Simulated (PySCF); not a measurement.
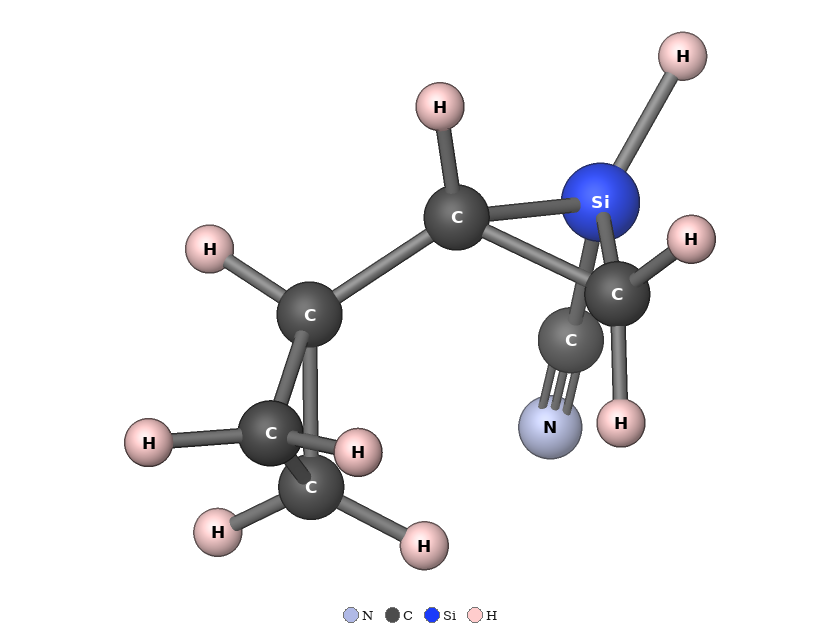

A ball-and-stick model of a molecule. Double and triple bonds are drawn as two and three sticks.

What is the molecular formula?

Answer. C₆H₉NSi, 17 atoms: 6 carbon, 9 hydrogen, 1 nitrogen and 1 silicon.

What is its SMILES?

Answer. N#C[Si@@H]1C[C@@H]1C1CC1

How many bonds of each kind are drawn?

Answer. 8 C–H, 5 C–C, 3 C–Si, 1 C–N, 1 Si–H.

Give the symmetry (Schoenflies symbol).

Answer. C1.

Name functional groups in it.

Answer. Among them: nitrile, Si–H bond.

The parts below concern this one geometry. Atoms keep their numbers from picture to picture. The computed structure is the end point of a PBE0-D3(BJ)/def2-SVP optimisation. No frequency run is at hand to confirm it as a minimum.

Dipole moment

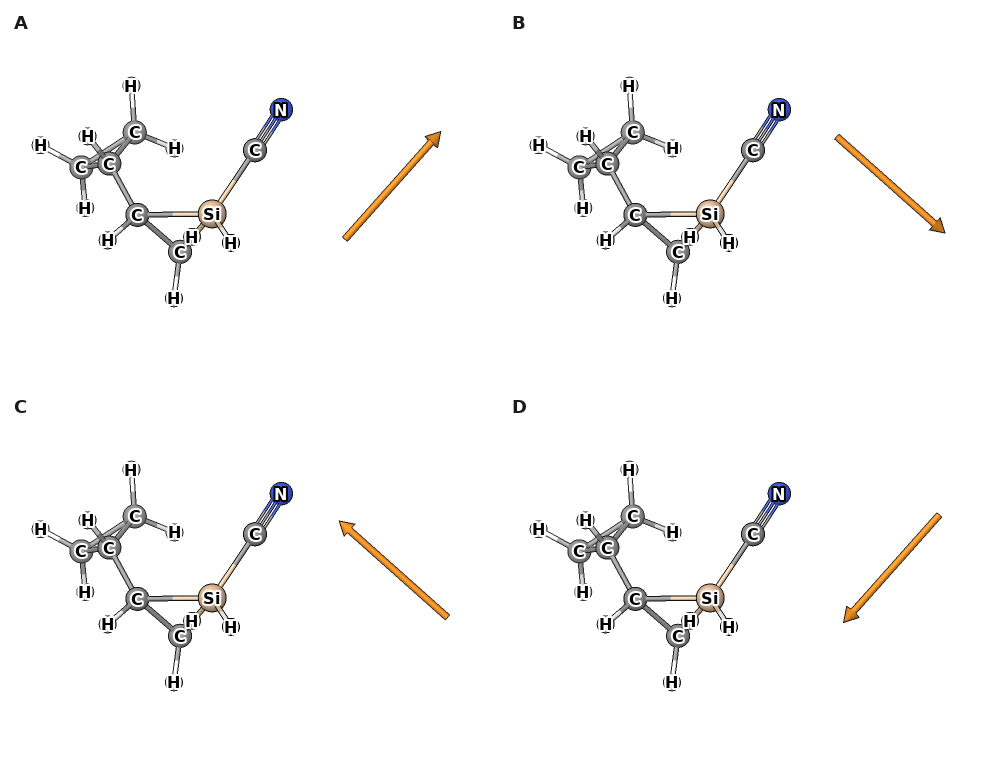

The same molecule four times, each with an arrow. No frequency run is at hand to confirm it as a minimum. Level of theory: PBE0/pcSseg-1, gas phase (PySCF 2.14.0).

Which arrow points along the dipole moment, from the negative to the positive end?

Answer. D. The dipole moment is 3.71 D.

Core levels

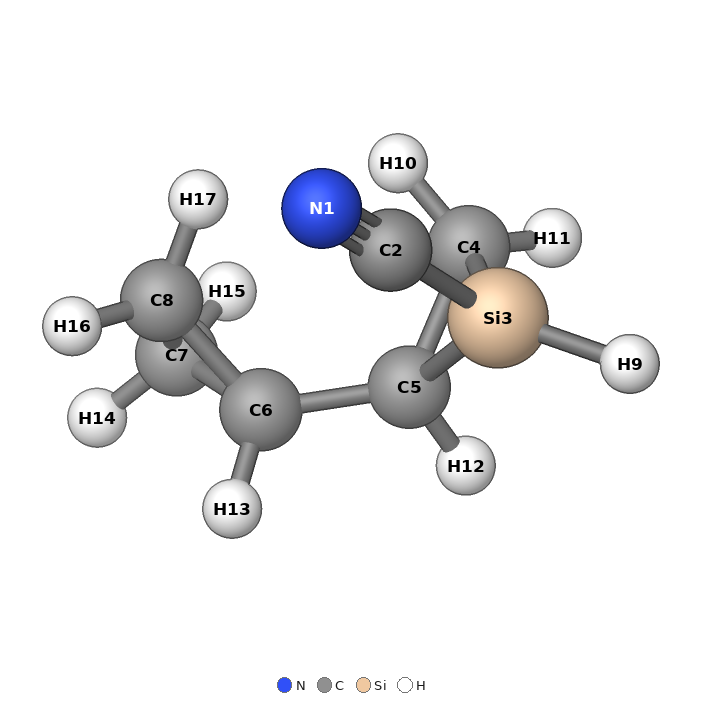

No frequency run is at hand to confirm it as a minimum. Level of theory: delta-SCF UKS SCAN, pcX-2 on the ionised atom, pcseg-1 elsewhere, spin-free X2C (PySCF 2.14.0).

Give the core-electron binding energies (to vacuum; p and d levels without spin–orbit splitting) of N1 1s, C2 1s, Si3 1s, Si3 2p, C4 1s, C5 1s, C6 1s, C7 1s, C8 1s.

| atom | level | binding energy (eV) |
| --- | --- | --- |
| N1 | 1s | 404.7 |
| C2 | 1s | 291.5 |
| Si3 | 1s | 1847.0 |
| Si3 | 2p | 107.5 |
| C4 | 1s | 290.5 |
| C5 | 1s | 290.6 |
| C6 | 1s | 290.8 |
| C7 | 1s | 290.5 |
| C8 | 1s | 290.6 |

Quadrupole coupling

No frequency run is at hand to confirm it as a minimum. Electric field gradients from the ground-state density, PBE0/pcSseg-1 (PySCF 2.14.0), non-relativistic apart from any core potentials.

Give the largest field-gradient component, the quadrupole coupling constant and the asymmetry for 14N at N1 (Q = 20.44 mb), 2H at H9 (Q = 2.86 mb), 2H at H10 (Q = 2.86 mb).

```json
{"atom": "N1", "V_zz (a.u.)": "−1.114", "e²qQ/h (MHz)": "−5.35", "η": "0.09"}
{"atom": "H9", "V_zz (a.u.)": "0.151", "e²qQ/h (MHz)": "0.101", "η": "0.08"}
{"atom": "H10", "V_zz (a.u.)": "0.306", "e²qQ/h (MHz)": "0.205", "η": "0.08"}
```
